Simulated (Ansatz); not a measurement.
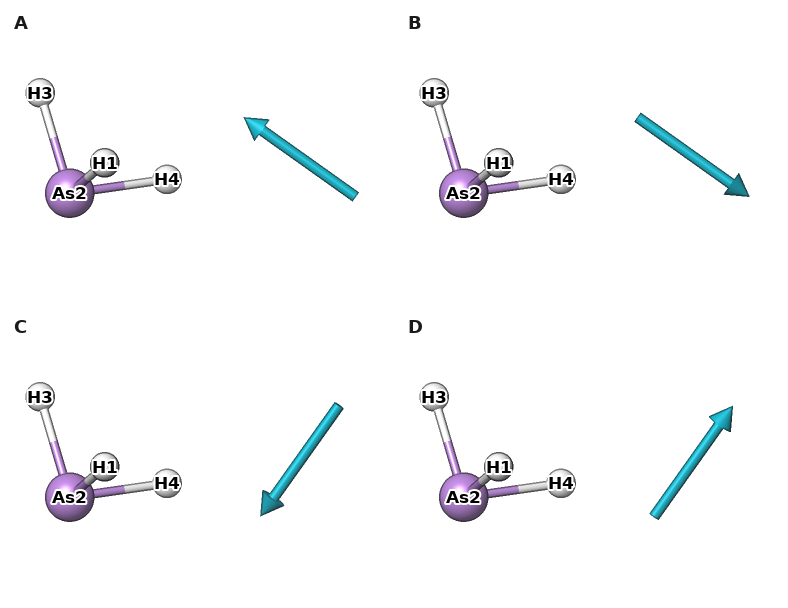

The same molecule four times, each with an arrow. Computed geometry: PBE0-D4/def2-TZVP optimisation. Level of theory: RKS PBE0-D4/def2-TZVP (Ansatz 0.2.0).

Which arrow points along the dipole moment, from the negative to the positive end?

D. The dipole moment is 0.34 D; it points from the side of As2 to the side of H1, H3, H4 (the outermost atoms at the two ends).
